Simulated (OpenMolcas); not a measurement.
# C2H6Te (dimethyl telluride): methods side by side

The species is C2H6Te (9 atoms), meant as a singlet with charge 0. As SMILES, `C[Te]C`. Geometry: relaxed at PBE0-D4/def2-TZVP.

Quantity: the vertical energy of the triplet above the singlet, in eV. The values are calculated.

```
                           level           kind     program  value (eV)  CPU time (all runs)
    HF/def2-SVP (core potential)   Hartree–Fock  OpenMolcas        3.41                 23 s
  BLYP/def2-SVP (core potential)            GGA  OpenMolcas        3.48              1.7 min
   PBE/def2-SVP (core potential)            GGA  OpenMolcas        3.42              1.8 min
revPBE/def2-SVP (core potential)            GGA  OpenMolcas        3.40              1.7 min
  TPSS/def2-SVP (core potential)       meta-GGA  OpenMolcas        3.50              2.5 min
r2SCAN/def2-SVP (core potential)       meta-GGA  OpenMolcas        3.44              2.3 min
 B3LYP/def2-SVP (core potential)  global hybrid  OpenMolcas        3.56              1.7 min
  PBE0/def2-SVP (core potential)  global hybrid  OpenMolcas        3.49                 97 s
```

Spin-orbit coupling, which can split open shells on such heavy atoms by tenths of an eV, is left out. The values span 3.40 to 3.56 eV. CPU times are rough (shared hosts, several kinds of processor and program).

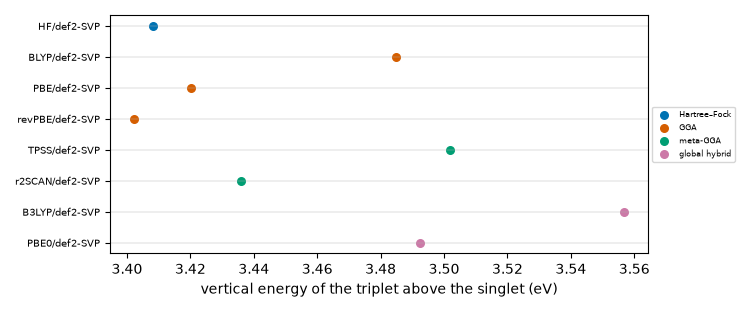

The values of the table, level by level.
